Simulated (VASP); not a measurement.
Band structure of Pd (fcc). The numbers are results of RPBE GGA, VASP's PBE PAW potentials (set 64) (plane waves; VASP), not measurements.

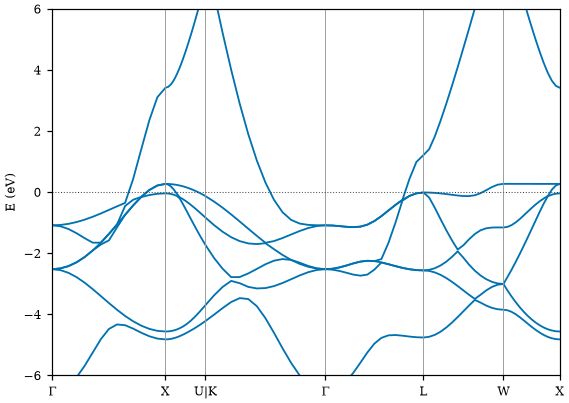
Bands along high-symmetry lines, zero at the valence-band maximum or, without a gap, the Fermi level

Task: Read the plot: is there a gap, and where are the band edges?

Result: It has no gap at this level: it comes out as a metal or semimetal. (Edges off the drawn lines would not show.)

The compound is Pd in the fcc structure. It was relaxed first, which changed the volume by +7 %.
